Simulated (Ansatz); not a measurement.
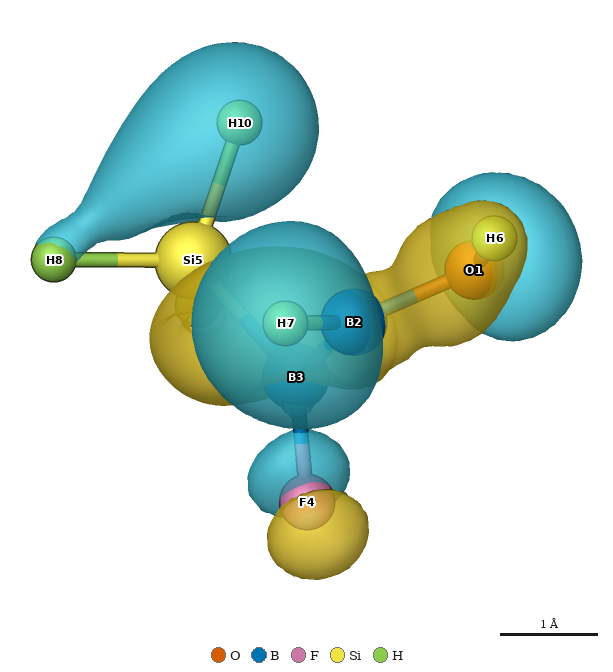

*B2FH5OSi (SMILES OBB(F)[SiH3]). The HOMO−1 at ±0.1 Å⁻³ᐟ² (yellow and cyan are the two phases), seen at an oblique angle.*

All numbers below come from RKS PBE/cc-pVDZ (Ansatz 0.2.0).

```yaml
atoms:
  - { symbol: O, position_ang: [-1.4599, 1.3984, 1.2774] }
  - { symbol: B, position_ang: [-1.2137, 0.8876, 0.0311] }
  - { symbol: B, position_ang: [-0.5023, -0.6545, -0.1365] }
  - { symbol: F, position_ang: [-1.2602, -1.7695, -0.3011] }
  - { symbol: Si, position_ang: [1.5399, -0.9119, -0.2410] }
  - { symbol: H, position_ang: [-1.8259, 2.3036, 1.2365] }
  - { symbol: H, position_ang: [-1.4417, 1.5732, -0.9624] }
  - { symbol: H, position_ang: [1.9840, -0.6977, -1.6752] }
  - { symbol: H, position_ang: [1.9913, -2.2931, 0.1774] }
  - { symbol: H, position_ang: [2.2717, 0.1126, 0.5968] }
```

Where does this orbital lie, and at what energy?

By Hirshfeld shares it lies mainly on O1 (about 20 %), Si5 (about 15 %), H7 (about 15 %), B2 (about 15 %), B3 (about 15 %) and H10 (about 10 %). Its energy is −7.87 eV.
